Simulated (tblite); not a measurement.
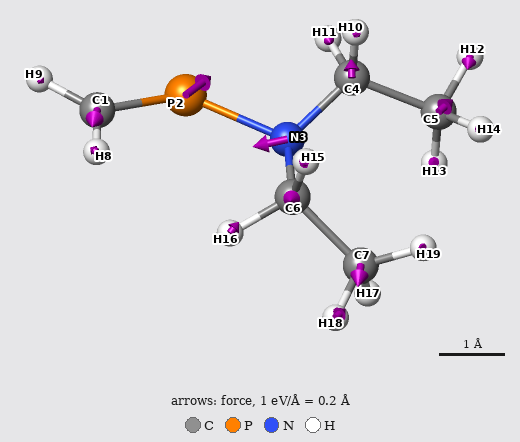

Starting geometry of C5H12NP with the computed forces as purple arrows. Style: ball-and-stick. Shown at a tilt.

These are results of tblite 0.8.0, GFN2-xTB geometry optimisation, gas phase, not measurements. 

> What follows when this structure is relaxed?

It isn't relaxed: the largest force vector, on P2, is 3.67 eV/Å. The final displacements have little in common with the starting forces (cosine between the two patterns 0.11). H17 moves most after the best rigid fit: 1.65 Å. By element the largest moves are H 1.65 Å, C 1.01 Å, N 0.60 Å, P 0.27 Å. Near-neighbour distances that change, for instance: P2–N3 1.774 → 1.683 Å, C5–H12 1.142 → 1.087 Å, C6–H16 1.134 → 1.095 Å, N3–C4 1.411 → 1.448 Å. Among the angles between lasting bonds that change: C1–P2–N3 126.4° → 107.5°, P2–N3–C6 117.6° → 125.3°, P2–N3–C4 110.0° → 117.0°. The energy falls by 1.136 eV in 204 geometry steps.
